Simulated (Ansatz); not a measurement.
# (10−10) slab of wurtzite AlN, 9.0 Å thick as cut, bare faces, part 2 of 2

Ansatz 0.2.0, PAW. Earlier steps stand in the parts before.

**3. HSE06 single point**

Contents of in.yaml:

```yaml
crystal:
  lattice:
    - [0.000000, 0.000000, 4.983529]
    - [3.113816, 0.000000, 0.000000]
    - [0.000000, 21.988813, 0.000000]
  atoms:
    - { symbol: Al, position: [0.523210, 0.499639, 0.307604] }
    - { symbol: Al, position: [0.499381, 0.999618, 0.420274] }
    - { symbol: Al, position: [0.495517, 0.499653, 0.541870] }
    - { symbol: Al, position: [0.491014, 0.999649, 0.667178] }
    - { symbol: Al, position: [0.991093, 0.999659, 0.332867] }
    - { symbol: Al, position: [0.995509, 0.499621, 0.458157] }
    - { symbol: Al, position: [0.999386, 0.999648, 0.579760] }
    - { symbol: Al, position: [0.023042, 0.499650, 0.692437] }
    - { symbol: N, position: [0.373054, 0.999634, 0.336417] }
    - { symbol: N, position: [0.378223, 0.499632, 0.459239] }
    - { symbol: N, position: [0.379038, 0.999660, 0.581637] }
    - { symbol: N, position: [0.375067, 0.499637, 0.702392] }
    - { symbol: N, position: [0.875241, 0.499676, 0.297612] }
    - { symbol: N, position: [0.879035, 0.999638, 0.418367] }
    - { symbol: N, position: [0.878276, 0.499650, 0.540759] }
    - { symbol: N, position: [0.872940, 0.999660, 0.663592] }
kpoints:
  mp_grid: { grid: [3, 4, 1] }
hamiltonian:
  xc: hse06
scf:
  occupations: { method: fermi_dirac, width: 0.01 }
output:
  forces: true
  eigenvalues: true
  populations: true
  eigenstates: { kpoints: [[0, 0, 0]], e_range: [-4.0, 4.0], localisation: true }
```

On the command line:

```sh
$ ansatz run in.yaml --threads 2 --pin off --max-ram 19000MiB --runs-dir r --events-out ev --progress --plain --backend cuda --devices 0, --max-vram 18GiB
```

Log:

```text
Pseudopotentials: kind: paw
Functional definition: HSE06
  parameter a = 0.25
  parameter omega = 0.11/bohr
  exchange = pbe_x - a*pbe_x_sr(omega) + a*exact_x_sr(omega)
  correlation = pbe_c
Crystal: 16 atoms, lattice volume = 341.218 Å³
Basis set: ecut = 420 eV, 6699 PW (Γ), exchange–correlation on 72×48×300 points (8 copies of the dense FFT grid, shifted against one another)
Bands: 48, of which v1, the nominal top of the filled ones, is band 32 counted from 1 (31 counted from 0)
Symmetry: 1 space group operations
Space group: P1 (ITA 1), of the structure as read, at distance tolerance 7.0e-5 Å
k-points: 7 of 12 (time reversal used)
Non-local potential: Al, projectors of the file, l = 0: 2, l = 1: 2, l = 2: 1
Non-local potential: N, projectors of the file, l = 0: 2, l = 1: 2, l = 2: 1
PAW form: soft (Blöchl's): semilocal exchange-correlation on the pseudo side does not see the compensation charge
PAW frozen core: Al, regenerated for the run's functional, and the local potential with it (the file was generated under x = pbe(κ = 0.804, μ = 0.2195149727645171), c = pbe(β = 0.06672455060314922))
PAW frozen core: N, regenerated for the run's functional, and the local potential with it (the file was generated under x = pbe(κ = 0.804, μ = 0.2195149727645171), c = pbe(β = 0.06672455060314922))
PAW one-centre angular grid: Al, 110 points (default); XC on 64 Gauss nodes
PAW one-centre angular grid: N, 110 points (default); XC on 64 Gauss nodes
Initial density: superposition of atomic densities (neutral atoms: chi_scale 0, normalization atom), corrected by the library's trained network
Initial wavefunctions: pseudopotential atomic-orbital guess
Functional: x = pbe(κ = 0.804, μ = 0.2195149727645171), c = pbe(β = 0.06672455060314922), warm-up for x = pbe(κ = 0.804, μ = 0.2195149727645171) + 0.25 (exact − pbe) at short range (hse, ω = 0.20786987370883472 Å⁻¹), c = pbe(β = 0.06672455060314922); HSE06 as pw.x's `hse` composes it (authors' and Libxc's form: `xc: wpbeh`)
SCF iter   1: F=—  HF=-7389.701416 eV  |F-HF|=—  |Δ(HF+E_count)|=         —  Δρ=1.25e-3  dr2=1.60e-2  ethr=1.77e-3  ⟨swp⟩=12.7  Hψ=2128  notcnv=0
preconditioner: auto → none  [insulator: Δε(μ)=2.680 eV  Ē_g=12.007 eV  σ=0.010 eV  W_gap=1.00  n_scr=42 (ndim 8)  ℏωp=16.1 eV  f_vac=0.453  D(μ)=0.00/eV (n_scr^D=0)]
SCF iter   2: F=—  HF=-7389.704010 eV  |F-HF|=—  |Δ(HF+E_count)|=   2.59e-3  Δρ=8.75e-4  dr2=1.03e-2  ethr=2.51e-5  ⟨swp⟩=8.1  Hψ=1250  notcnv=0  defer=8
SCF iter   3: F=—  HF=-7389.702524 eV  |F-HF|=—  |Δ(HF+E_count)|=   1.49e-3  Δρ=4.75e-4  dr2=1.16e-3  ethr=1.62e-5  ⟨swp⟩=7.3  Hψ=1042  notcnv=0  defer=2
SCF iter   4: F=-7389.703323 eV  HF=-7389.703074 eV  |F-HF|=2.50e-4  |Δ(HF+E_count)|=   5.50e-4  Δρ=2.41e-4  dr2=2.12e-4  ethr=1.81e-6  ⟨swp⟩=7.4  Hψ=1087  notcnv=0  defer=3
SCF 1 stopped early in 4 iterations: F = -7389.703323 eV  dr2 = 2.12e-4
Initial density: handed on by an earlier stage of this run
Initial wavefunctions: those handed on with the density
Functional: x = pbe(κ = 0.804, μ = 0.2195149727645171) + 0.25 (exact − pbe) at short range (hse, ω = 0.20786987370883472 Å⁻¹), c = pbe(β = 0.06672455060314922); HSE06 as pw.x's `hse` composes it (authors' and Libxc's form: `xc: wpbeh`)
Exchange kernel: α = 0.2500, screened, ω = 0.2079 Å⁻¹, Wigner–Seitz truncation, v(0) = 1020.7616 eV·Å³, q-mesh 3×4×1, nearest image of the exchange supercell L = 12.46 Å, pair-density grid 24×15×108, without the augmentation charges, whose exchange is taken in its separable form by FFT convolution over the k-point mesh (sized by the pseudopotential files, 36×24×150 at the most), smooth part of the [...]
Frozen-core exchange: fock
SCF iter   1: F=—  HF=-7393.134529 eV  |F-HF|=—  |Δ(HF+E_count)|=         —  Δρ=4.54e-3  dr2=5.23e-2  ethr=3.31e-6  ⟨swp⟩=15.3  Hψ=2099  notcnv=0
preconditioner: auto → none  [insulator: Δε(μ)=3.959 eV  Ē_g=13.890 eV  σ=0.010 eV  W_gap=1.00  n_scr=42 (ndim 8)  ℏωp=16.1 eV  f_vac=0.453  D(μ)=0.00/eV (n_scr^D=0)]
SCF iter   2: F=—  HF=-7393.117711 eV  |F-HF|=—  |Δ(HF+E_count)|=   1.68e-2  Δρ=2.33e-3  dr2=1.18e-2  ethr=3.31e-6  ⟨swp⟩=7.9  Hψ=1428  notcnv=0  defer=16
SCF iter   3: F=—  HF=-7393.139196 eV  |F-HF|=—  |Δ(HF+E_count)|=   2.15e-2  Δρ=1.14e-3  dr2=6.80e-3  ethr=3.31e-6  ⟨swp⟩=7.1  Hψ=1371  notcnv=0  defer=3
iter 4 solved again at ethr=2.89e-7 eV; its pass at ethr=3.31e-6 eV (dr2=1.85e-4 eV) is discarded
SCF iter   4: F=—  HF=-7393.137280 eV  |F-HF|=—  |Δ(HF+E_count)|=   1.92e-3  Δρ=1.76e-4  dr2=2.35e-4  ethr=2.89e-7  ⟨swp⟩=3.1  Hψ=1788  notcnv=0
SCF iter   5: F=—  HF=-7393.137573 eV  |F-HF|=—  |Δ(HF+E_count)|=   2.93e-4  Δρ=1.23e-4  dr2=7.99e-5  ethr=2.89e-7  ⟨swp⟩=6.4  Hψ=928  notcnv=0  defer=9
SCF iter   6: F=-7393.137556 eV  HF=-7393.137557 eV  |F-HF|=1.35e-6  |Δ(HF+E_count)|=   1.58e-5  Δρ=2.76e-5  dr2=5.40e-6  ethr=1.13e-7  ⟨swp⟩=3.9  Hψ=652  notcnv=0  defer=3
SCF 2 stopped early in 6 iterations: F = -7393.137556 eV  dr2 = 5.40e-6
  Residual-converged pass: ⟨swp⟩=5.0  Hψ=1062  notcnv=0  max |occ|·‖R‖ = 6.4e-6 eV (tolerance 6.7e-6 eV)  dr2=5.34e-6  dr2_onsite=3.99e-7  max |Δocc| = 0.0e0
hybrid outer 1: dexx = +2.596e-2 eV, tail = 3.80e-5 eV
SCF iter   1: F=—  HF=-7393.137525 eV  |F-HF|=—  |Δ(HF+E_count)|=         —  Δρ=3.24e-5  dr2=5.22e-6  ethr=2.97e-7  ⟨swp⟩=10.0  Hψ=950  notcnv=0
preconditioner: auto → none  [insulator: Δε(μ)=3.895 eV  Ē_g=13.822 eV  σ=0.010 eV  W_gap=1.00  n_scr=42 (ndim 8)  ℏωp=16.1 eV  f_vac=0.455  D(μ)=0.00/eV (n_scr^D=0)]
SCF iter   2: F=—  HF=-7393.137524 eV  |F-HF|=—  |Δ(HF+E_count)|=   1.01e-6  Δρ=1.07e-5  dr2=3.68e-7  ethr=7.06e-9  ⟨swp⟩=3.3  Hψ=727  notcnv=0
SCF iter   3: F=—  HF=-7393.137525 eV  |F-HF|=—  |Δ(HF+E_count)|=   3.71e-7  Δρ=8.07e-6  dr2=1.55e-7  ethr=4.66e-10  ⟨swp⟩=5.6  Hψ=866  notcnv=0  defer=17
SCF iter   4: F=—  HF=-7393.137525 eV  |F-HF|=—  |Δ(HF+E_count)|=   1.94e-8  Δρ=2.86e-6  dr2=1.88e-8  ethr=2.21e-10  ⟨swp⟩=6.3  Hψ=835  notcnv=0  defer=5
SCF iter   5: F=-7393.137525 eV  HF=-7393.137525 eV  |F-HF|=1.14e-8  |Δ(HF+E_count)|=   1.69e-8  Δρ=1.35e-6  dr2=1.39e-8  ethr=2.66e-11  ⟨swp⟩=6.4  Hψ=1051  notcnv=0  defer=16
SCF 3 converged in 5 iterations: F = -7393.137525 eV  dr2 = 1.39e-8
  Residual-converged pass: ⟨swp⟩=3.0  Hψ=711  notcnv=0  max |occ|·‖R‖ = 1.2e-6 eV (tolerance 1.3e-6 eV)  dr2=1.41e-8  dr2_onsite=3.99e-10  max |Δocc| = 0.0e0
[... from here the SCF cycle lines were not kept, up to the last twenty ...]
hybrid outer 2: dexx = +4.869e-7 eV, tail = 3.44e-8 eV, Δε = 3.81e-3 eV (about 1.36e-4 eV left of the loop's levels), ΔF = 3.55e-3 eV/Å (tail 9.49e-4)
NSCF: frozen V_eff on 1 k-points
hybrid SCF converged: 2 outer / 11 inner (+4 warm-up), last move |dexx| = 4.87e-7 eV, tail = 3.44e-8 eV
Stability not checked: this state was not tested for a lower state beside it, because the functional holds exact exchange (a hybrid, or Hartree-Fock), whose exchange loop this test does not read (fock_operator; see scf.lower_state_search)
Free energy (F): -7393.137525 eV
Harris-Foulkes:  -7393.137525 eV  (|F-HF|=1.14e-8)
Internal energy: -7393.137525 eV  (E = F + TS)
E sigma→0 (E₀):  -7393.137525 eV
Fermi energy:    1.896608 eV
--- Per-component energies (eV) ---
  E_band       = -378.416291
  E_kinetic    = 1274.968812
  E_local      = -25550.439809  (includes V_loc(G=0)·N_el)
  E_nonlocal   = 435.826102
  E_hartree    = 12299.777092
  E_xc         = -658.784516
  E_vxc        = -692.625031  (∫ρ·V_xc dr)
  E_exx        = -142.609269  (= α·E_x^exact, valence–valence)
  E_paw        = -4775.159105  (= ΣΔE_a)
  E_vpaw       = -160.497856  (= ΣTr[D̂ρ^β])
  E_aug_tail   = 0.000762  (compensation charges beyond the density's cutoff)
  E_ewald      = 9723.818365
  E_core_change = -0.535958  (= ΣΔE_core)
  E_smearing   = -0.000000  (= −TS)
  E_closure    = -0.000001  (closes the sum)
  Σ components = -7393.137525   (vs F -7393.137525, Δ=0.00e0)
--- Forces (eV/Å), atoms counted from 1 ---
  atom   1  Al    -0.00009565     0.09764251     0.11239815
  atom   2  Al     0.00087099     0.04752573    -0.00969954
  atom   3  Al     0.00012190     0.01344403    -0.00022191
  atom   4  Al    -0.00060494     0.05714568    -0.01610591
  atom   5  Al     0.00068022    -0.07363504    -0.01345098
  atom   6  Al     0.00097421    -0.02755488    -0.00020954
  atom   7  Al     0.00019299    -0.06257698    -0.01040385
  atom   8  Al     0.00049366    -0.10457559     0.11138977
  atom   9  N      0.00051012    -0.07475827     0.11671900
  atom  10  N     -0.00048875    -0.01970052     0.01650242
  atom  11  N     -0.00056334    -0.03818533    -0.03716805
  atom  12  N      0.00094194    -0.15494769    -0.17990017
  atom  13  N     -0.00148121     0.16335609    -0.18266790
  atom  14  N     -0.00060836     0.05331677    -0.03668697
  atom  15  N     -0.00013011     0.03737537     0.01137071
  atom  16  N     -0.00081325     0.08612820     0.11809919
  max |Σ_I F_I| component: 3.56e-5 eV/Å
--- Band table (eV; the first three rows and the last of 7) ---
  k-point 0: bands = ["-16.9496", "-16.5525", "-15.8887", "-15.1512", "-14.6442", "-14.3250", "-13.7354", "-13.6615", "-6.7099", "-6.1621", "-5.9069", "-5.2290", "-4.7695", "-4.2329", "-4.2287", "-3.2244", "-2.7743", "-2.7487", "-2.6067", "-2.1257", "-1.7118", "-1.5901", "-1.5794", "-1.1106", "-1.0193", "-0.8606", "-0.7924", "-0.5269", "-0.4622", "-0.3945", "-0.2512", "-0.1329", "3.8352", "4.1264", "6.0441", "6.5419", "6.5763", "6.8164", "6.9326", "7.6828", "7.8145", "8.0836", "8.0900", "8.6002", "8.8132", "9.5643", "9.6700", "9.9729"]
  k-point 1: bands = ["-16.3673", "-16.0355", "-15.4660", "-14.7751", "-14.3687", "-14.1671", "-13.5828", "-13.5604", "-5.9736", "-5.5060", "-5.3740", "-4.9829", "-4.6916", "-4.6109", "-4.3592", "-4.3027", "-3.7593", "-3.6120", "-3.4789", "-3.4282", "-2.7286", "-2.6031", "-2.3818", "-2.3628", "-1.9237", "-1.5552", "-1.3821", "-1.0979", "-0.9294", "-0.8406", "-0.1288", "-0.0731", "4.8767", "4.8972", "6.2355", "6.8420", "7.1965", "7.6503", "7.7542", "7.9572", "8.7908", "8.8202", "8.8916", "9.3732", "9.5888", "9.8291", "9.9934", "10.2552"]
  k-point 2: bands = ["-15.3173", "-15.2965", "-15.1187", "-14.3081", "-14.2547", "-14.1722", "-13.5071", "-13.4945", "-6.1625", "-6.0091", "-5.9205", "-5.0644", "-4.9464", "-4.6808", "-4.5139", "-4.3610", "-4.2309", "-4.1866", "-4.1135", "-3.5802", "-3.2448", "-3.0053", "-2.4113", "-2.3491", "-2.2927", "-2.1161", "-2.0500", "-1.7764", "-1.7157", "-1.1859", "-0.2308", "-0.2035", "5.3889", "5.4052", "6.6835", "6.8422", "6.9461", "7.1112", "7.6604", "7.8157", "8.3765", "8.6321", "9.0510", "9.2393", "9.8384", "10.0011", "10.0398", "10.2693"]
  k-point 6: bands = ["-16.0138", "-15.7824", "-15.3007", "-14.8952", "-14.7221", "-14.5114", "-13.7314", "-13.6902", "-5.6993", "-5.5642", "-5.3197", "-5.3118", "-5.0314", "-4.9933", "-4.5237", "-4.1506", "-3.8316", "-3.3677", "-2.9869", "-2.9134", "-2.8029", "-2.2773", "-2.2063", "-2.0274", "-1.8828", "-1.3619", "-1.2597", "-1.2378", "-1.1247", "-1.0614", "-0.0802", "-0.0585", "4.9806", "5.0004", "6.8665", "6.9066", "7.5883", "7.6983", "7.8290", "8.1222", "8.3126", "8.4635", "8.8313", "8.8649", "9.5763", "9.6103", "9.8480", "9.9136"]
--- Löwdin populations: 16 sites ---
  site symbol       q [e]
     0     Al      1.7729
     1     Al      1.8780
     2     Al      1.8683
     3     Al      1.8624
     4     Al      1.8625
     5     Al      1.8683
     6     Al      1.8780
     7     Al      1.7728
     8      N      6.0785
     9      N      6.0616
    10      N      6.0725
    11      N      6.0886
    12      N      6.0884
    13      N      6.0725
    14      N      6.0615
    15      N      6.0785
  spilling = 0.009917 (of n_electrons = 64.000000)
```

Run time: 10 s. Hardware: 1 × data-centre GPU with 2 threads, shared host; peak host memory 1.7 GiB.

Spacing of the frontier levels at a 3×4×1 mesh: 3.89 eV (-0.059 to 3.835 eV).

On these atoms HSE06 leaves forces up to 0.25 eV/Å (on N13), as they were relaxed at another level of theory (and may have been on other k points).

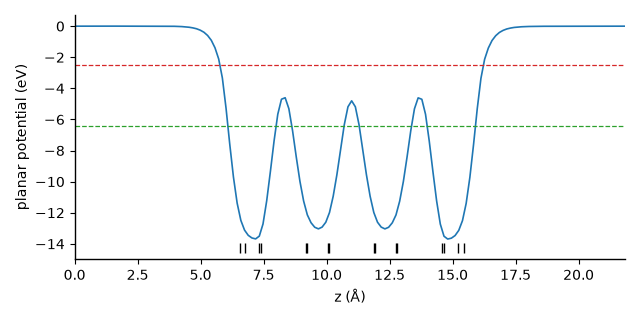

Planar mean of the electrostatic potential energy along c, from the vacuum level; ticks mark the atoms, dashed lines the top filled and lowest empty levels.

The top filled level lies 6.39 eV and the lowest empty level 2.50 eV below the vacuum level.

**4. Summary of results**

What follows sums up all 2 parts.

| level | time | k points | top filled to lowest empty (eV) | top filled below vacuum (eV) |
| --- | --- | --- | --- | --- |
| PBEsol, relaxation | 5.4 s (GPU) | 4×6×1 | 2.69 | 5.72 |
| HSE06 | 10 s (GPU) | 3×4×1 | 3.89 | 6.39 |

```
     quantity                             value
   relaxation  5 recorded steps, 1.02 eV gained
largest shift                      0.32 Å (Al8)
   mean bonds                      Al–N 1.876 Å
```

**In words.** The relaxation lowers the energy by 1.02 eV; the largest shift is 0.32 Å (Al8). The relaxation ran on other k points, so part of any difference from the later rows can come from the mesh.
